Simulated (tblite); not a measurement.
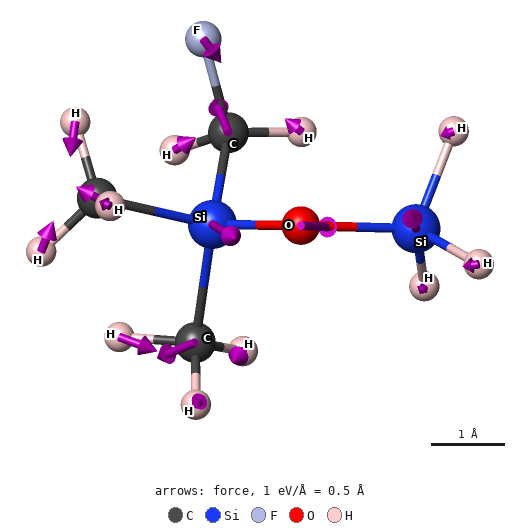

Starting geometry of C3H11FOSi2 with the computed forces as purple arrows. Style: ball-and-stick. Shown at a tilt.

Theory: tblite 0.8.0, GFN2-xTB geometry optimisation, gas phase. 

Question: What follows when this structure is relaxed?

Answer: It isn't relaxed: the largest force vector, on a Si atom, is 2.38 eV/Å. The final displacements have little in common with the starting forces (cosine between the two patterns 0.25). After 136 geometry steps the energy has fallen by 76.9 kJ/mol. The largest moves after the best rigid fit, 1.24 Å, are those of H atoms. Largest moves by element: H 1.24 Å, O 1.01 Å, C 0.46 Å, F 0.40 Å, Si 0.39 Å. Among the contacts that change: Si–Si 2.868 → 3.206 Å, O–Si 1.703 → 1.625 Å, C–Si 1.853 → 1.926 Å, C–H 1.132 → 1.085 Å. Bond angles that change, for instance: Si–O–Si 115.4° → 161.2°, O–Si–H 112.6° → 104.3°, Si–C–H 103.4° → 111.6°. Groups turn about O–Si by about 110°, O–Si by about 105°, C–Si by about 45°. The run took 4 s on 1 thread of Intel(R) Xeon(R) Processor @ 2.50GHz (shared host).
